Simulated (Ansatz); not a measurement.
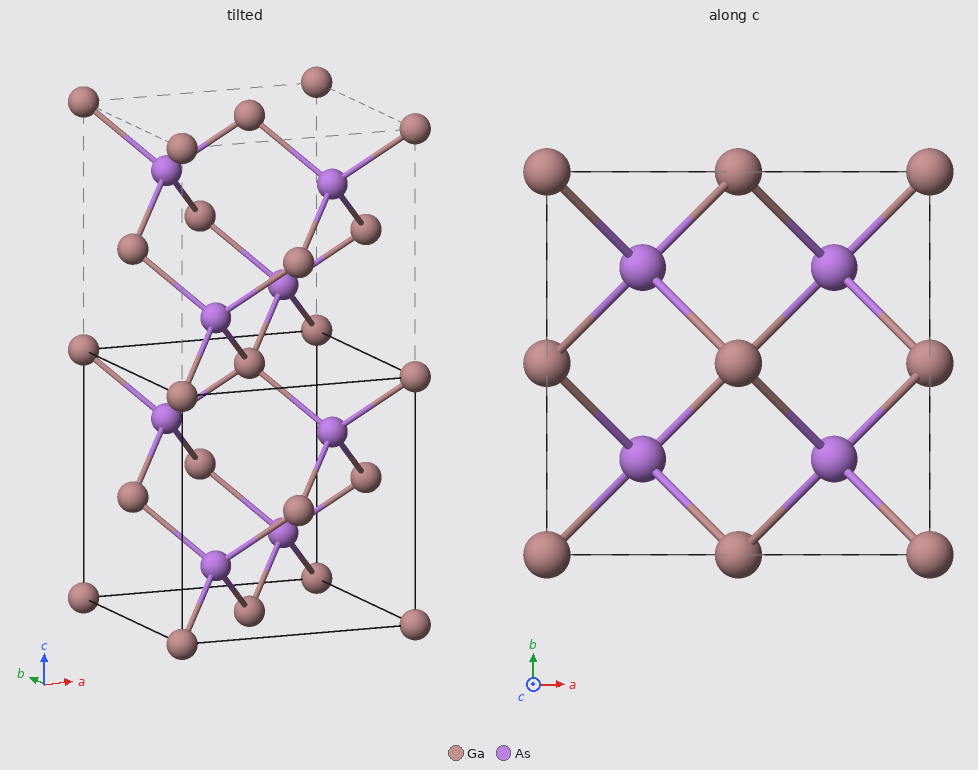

Drawn in the ball-and-stick manner and seen slightly off an axis and along the c axis. The solid box is one conventional unit cell, and 1×1×2 cells are shown.

What structure is drawn here?

- Chemical formula GaAs.
- The atoms follow space group F-43m (No. 216); the Bravais lattice is face-centred cubic.
- Structure type: zinc blende (sphalerite type).
- The cell holds 8 atoms (4 Ga, 4 As), Z = 4.
- The Ga atoms are each bonded to four As in a tetrahedral arrangement. Each As atom has four Ga in a tetrahedral arrangement around it.
- The bonds build a three-dimensional framework.

The cell started as a structure listed in the Materials Project. Earlier steps of the study, as a rule a relaxation of our own, may have changed the cell and positions, so they can lie some per cent off the listed ones. It went into a calculation with Ansatz.
